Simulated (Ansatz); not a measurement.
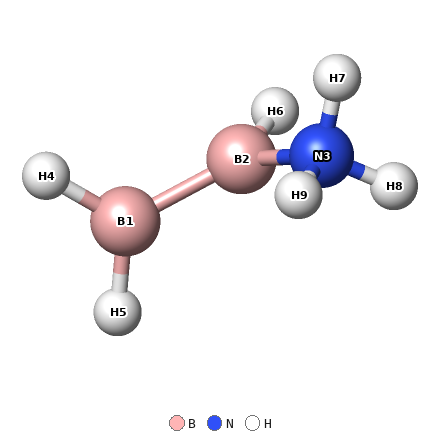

The system is B₂H₆N, SMILES BB[NH3+], charge +1; the picture shows the reference structure. The first coordinate is: angle H4–B1–B2; the second: dihedral H4–B1–B2–N3. Nothing is relaxed (all other coordinates rigid). The scan uses a 9 × 10 grid. Energies are in eV, from the lowest grid point. Level of theory: Ansatz, RKS r2SCAN0-D4/def2-TZVP.

Its coordinates:

```tsv
atom	x (Å)	y (Å)	z (Å)
B	-1.2375	0.7880	-0.6491
B	0.2723	0.1583	-0.4778
N	0.7401	-0.6651	0.7510
H	-1.4886	1.8878	-0.2702
H	-2.1005	0.1707	-1.1878
H	1.1444	0.2728	-1.2730
H	1.5548	-0.2208	1.1778
H	1.0685	-1.5841	0.4490
H	0.0464	-0.8076	1.4801
```

Range: angle H4–B1–B2 from 86.0 to 156.0°; dihedral H4–B1–B2–N3 from −180 to 144°.

What landscape does the calculation give?

Answer. The lowest grid point is at angle H4–B1–B2 = 121.0°, dihedral H4–B1–B2–N3 = 108°; the map holds 2 wells of about this depth. The bottom of the well lies between grid points, at about angle H4–B1–B2 = 121°, dihedral H4–B1–B2–N3 = 90°, about 0.038 eV lower on the interpolated surface. The highest grid point, angle H4–B1–B2 = 86.0°, dihedral H4–B1–B2–N3 = 0°, lies 1.49 eV above the lowest. On the interpolated surface the easiest way out of the lowest well to a well of about the same depth near angle H4–B1–B2 = 121.0°, dihedral H4–B1–B2–N3 = −72° passes a barrier of about 0.53 eV, counted from the interpolated bottom of the well. Round the minimum the two coordinates are nearly uncoupled.

| dihedral H4–B1–B2–N3 ↓, angle H4–B1–B2 → | 86.0 | 94.7 | 103.5 | 112.2 | 121.0 | 129.7 | 138.5 | 147.2 | 156.0 |
| --- | --- | --- | --- | --- | --- | --- | --- | --- | --- |
| 144 | 1.03 | 0.69 | 0.45 | 0.32 | 0.27 | 0.33 | 0.47 | 0.70 | 1.01 |
| 108 | 0.64 | 0.37 | 0.16 | 0.04 | 0.00 | 0.04 | 0.17 | 0.37 | 0.65 |
| 72 | 0.66 | 0.39 | 0.18 | 0.05 | 0.01 | 0.05 | 0.17 | 0.38 | 0.66 |
| 36 | 1.12 | 0.76 | 0.50 | 0.35 | 0.29 | 0.34 | 0.48 | 0.70 | 1.02 |
| 0 | 1.49 | 1.05 | 0.74 | 0.56 | 0.49 | 0.54 | 0.70 | 0.95 | 1.31 |
| −36 | 1.11 | 0.75 | 0.49 | 0.33 | 0.28 | 0.32 | 0.45 | 0.67 | 0.98 |
| −72 | 0.66 | 0.38 | 0.18 | 0.05 | 0.00 | 0.04 | 0.16 | 0.36 | 0.64 |
| −108 | 0.65 | 0.37 | 0.17 | 0.05 | 0.01 | 0.06 | 0.18 | 0.39 | 0.67 |
| −144 | 1.04 | 0.70 | 0.47 | 0.33 | 0.30 | 0.35 | 0.50 | 0.73 | 1.05 |
| −180 | 1.34 | 0.95 | 0.68 | 0.53 | 0.49 | 0.56 | 0.73 | 0.99 | 1.35 |

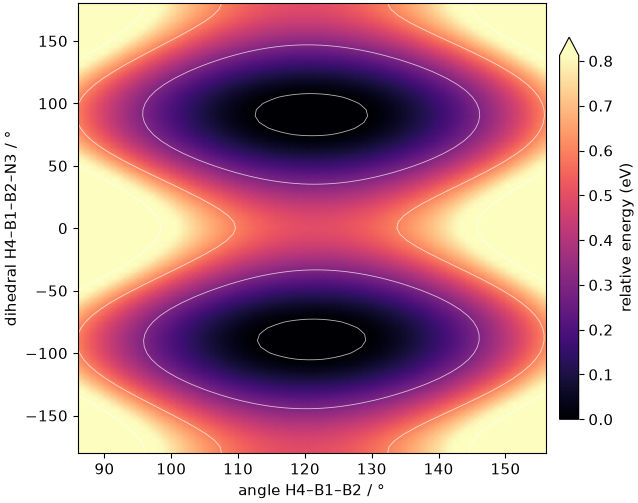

Drawn: a smooth colour map with a few white contour lines, one colour for all values above the top of the scale. Between grid points the surface is interpolated.

The whole map (90 points run) took 15 min on 1 thread of Intel(R) Xeon(R) Processor @ 2.50GHz (Skylake/Cascade Lake), on a shared host.
